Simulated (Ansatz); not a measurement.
| atom | x (Å) | y (Å) | z (Å) |
| --- | --- | --- | --- |
| F | -1.3784 | 0.6363 | -1.5041 |
| F | 0.4921 | 1.9901 | -0.5286 |
| F | -1.2497 | 0.9360 | 1.0591 |
| F | 1.0280 | -0.2942 | -1.6100 |
| O | -0.7895 | -1.4465 | -0.0381 |
| O | 1.2544 | 0.0267 | 1.0234 |
| W | -0.0856 | 0.2444 | -0.2186 |
| H | -1.4514 | -2.0943 | -0.2962 |
| H | 2.0113 | 0.3855 | 1.4953 |

Geometry: PBE0-D4/def2-SVP; core potentials replace the inner electrons of W.

Method: Ansatz, isolated molecule in a Gaussian basis; Kohn-Sham density functional theory, functional PBE0.

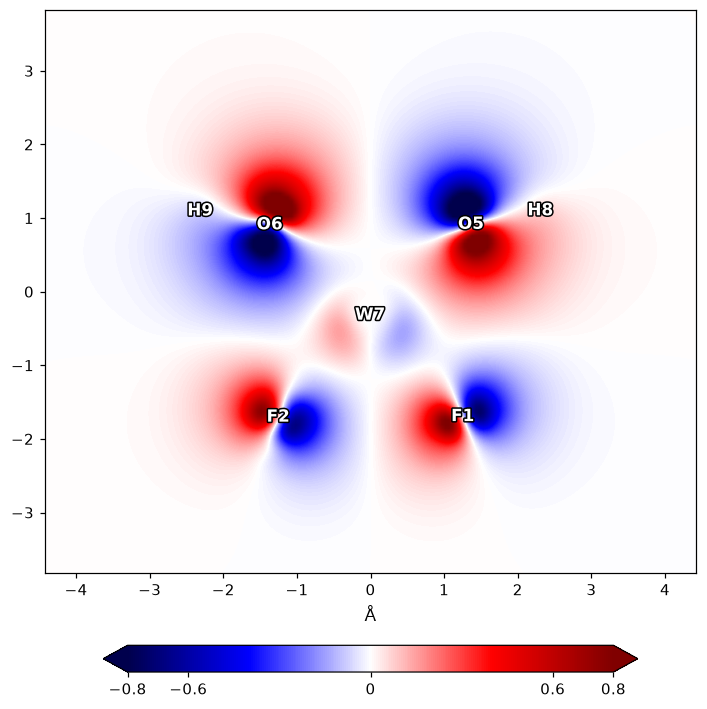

F$_{4}$H$_{2}$O$_{2}$W (SMILES [OH][W]([OH])([F])([F])([F])[F]). The HOMO on the plane of atoms F1, W7 and O5 (values in Å⁻³ᐟ²; the overall sign is arbitrary).

What is the character of this orbital?

Answer. Its weight (Hirshfeld) is mainly on O6 (about 35 %), O5 (about 35 %), F1 (about 10 %) and F2 (about 10 %); largely a combination of lone pairs on O6, O5, F1 and F2. Its energy is −10.76 eV.
